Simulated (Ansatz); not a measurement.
Input file:

```
crystal:
  lattice:
    - [-4.822586, 4.8231, -1.647373]
    - [-4.82075, -1.638045, 4.845576]
    - [1.647214, 4.835274, 4.859585]
  atoms:
    - { symbol: Al, position: [0.9994956447, 0.9841624199, 0.9879392528] }
    - { symbol: Al, position: [0.789815777, 0.3135336447, 0.3101119849] }
    - { symbol: Al, position: [0.3116415109, 0.7910863323, 0.309473068] }
    - { symbol: Al, position: [0.5994250851, 0.5986118974, 0.5937655704] }
    - { symbol: Al, position: [0.3098677602, 0.3068444964, 0.7947888223] }
    - { symbol: Mo, position: [0.7095862325, 0.7103997535, 0.1925241615] }
    - { symbol: Mo, position: [0.3933560302, 0.3837573886, 0.3959771664] }
    - { symbol: Mo, position: [0.503247392, 0.0185875051, 0.5100410169] }
    - { symbol: Mo, position: [0.7068486246, 0.1918811172, 0.7062507483] }
    - { symbol: Mo, position: [0.1957062039, 0.7128392382, 0.7137781988] }
    - { symbol: Mo, position: [0.3988081634, 0.8935287528, 0.8903755628] }
    - { symbol: Ta, position: [0.5045413664, 0.5135841288, 0.0186167976] }
    - { symbol: Ta, position: [0.5930543537, 0.0920254122, 0.0936657665] }
    - { symbol: Ta, position: [0.0930435366, 0.5923722296, 0.0984111476] }
    - { symbol: Ta, position: [0.189517595, 0.192339099, 0.1934404118] }
    - { symbol: Ta, position: [0.0222153885, 0.5077977546, 0.5102029259] }
    - { symbol: Ta, position: [0.0958925207, 0.0948476479, 0.5950768286] }
    - { symbol: Ta, position: [0.890261789, 0.8997421017, 0.3912518054] }
    - { symbol: Ta, position: [0.7950822639, 0.7985520079, 0.7998767272] }
    - { symbol: Ta, position: [0.8954662423, 0.3864714686, 0.8985753174] }
basis:
  ecutwfc: 500
kpoints:
  mp_grid: { grid: [4, 5, 5] }
hamiltonian:
  xc: r2scan
scf:
  occupations: { method: gaussian, width: 0.1 }
  n_extra_bands: 10
output:
  forces: true
  stress: true
  eigenvalues: true
  populations: true
  dos:
    method: { smearing: { sigma: 0.1, scheme: gaussian } }
    projected: true
    de: 0.02
  write_density: true
  write_potential: true
  elf: true
  volumetric_format: npy
```

Run with:

```sh
ansatz run input.yaml --threads 4 --pin off --max-ram 9216MiB --backend cpu --events-out ev --progress --plain --runs-dir out
```

Below, planes, directions and counts refer to the conventional cell (a = 7.02 Å, b = 7.03 Å, c = 7.05 Å, α = 81.08°, β = 81.43°, γ = 81.41°).

Space group P1; a generated structure, not necessarily the stable one; not relaxed (largest force 0.3 eV/Å); computed without spin polarisation.

Theory: DFT r2SCAN, scalar-relativistic, plane waves, PAW (Ansatz).

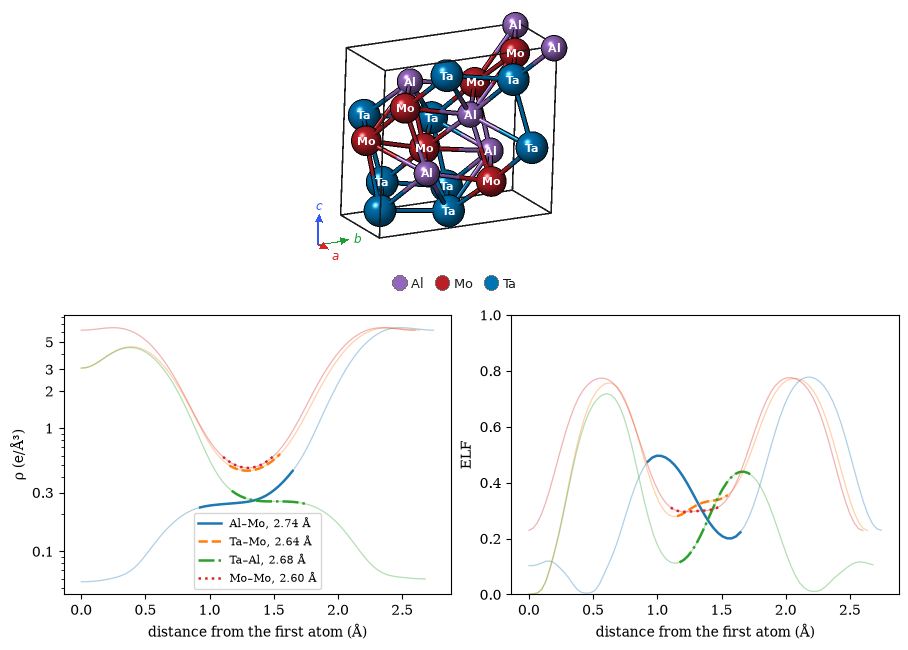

Ta$_{9}$Al$_{5}$Mo$_{6}$. Valence pseudo-density and ELF along straight lines between neighbouring atoms. Thin, pale parts lie inside the atomic spheres. The structure is drawn too.

Core electrons are frozen (PAW), and the valence fields are smoothed inside the atomic spheres.

> What can be read from the curves?

Al–Mo (2.74 Å): ρ is about 0.26 e/Å³ halfway; the ELF is about 0.30 at the midpoint: no shared electron pair shows on this line.
Ta–Mo (2.64 Å): ρ is about 0.45 e/Å³ halfway; the ELF is about 0.30 at the midpoint.
Ta–Al (2.68 Å): ρ is about 0.26 e/Å³ halfway; the ELF is about 0.20 at the midpoint (no shared electron pair shows on this line).
Mo–Mo (2.60 Å): ρ is about 0.48 e/Å³ halfway; the ELF is about 0.30 at the midpoint (no localised pair shows between them).
